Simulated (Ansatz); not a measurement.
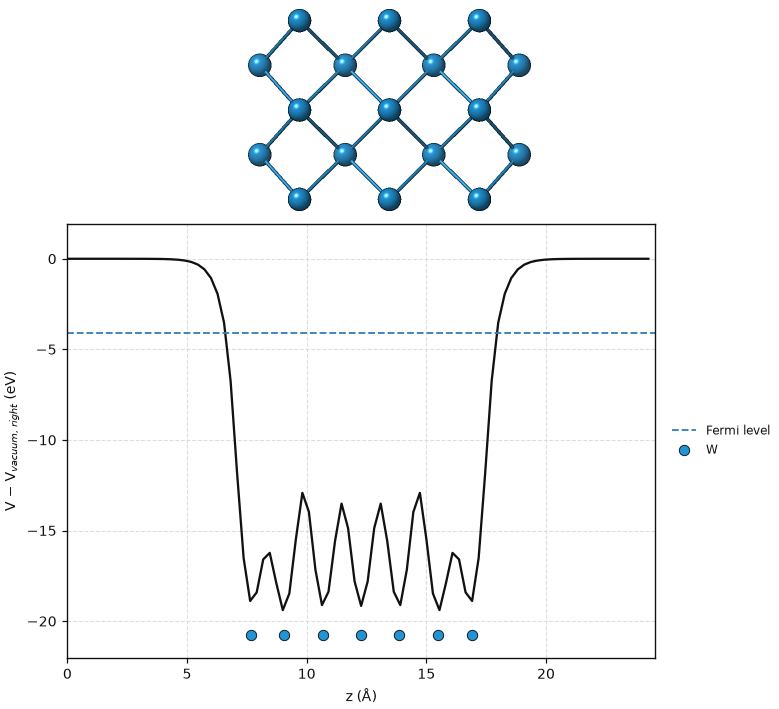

Plane-averaged electrostatic potential energy of an electron across the slab; circles at the bottom mark the heights of the atoms (positions after relaxation). The structure is drawn too.

Structure: a (100) slab cut from W (Im-3m), 7 atoms in the cell.

Level of theory: DFT PBE, scalar-relativistic, plane waves, PAW, no spin polarisation, 11×11×1 k mesh, Gaussian smearing of 0.1 eV; code Ansatz 0.2.0.

### Read off the work function of each face.

The work function is 4.11 eV, the same on both faces. The two vacuum levels agree, so the slab has no net dipole along its normal.

### How thick are slab and vacuum?

The outermost atoms are 9.2 Å apart, which leaves 15.3 Å of vacuum in a cell 24.6 Å high.

Spin-orbit coupling is left out, which matters for W.
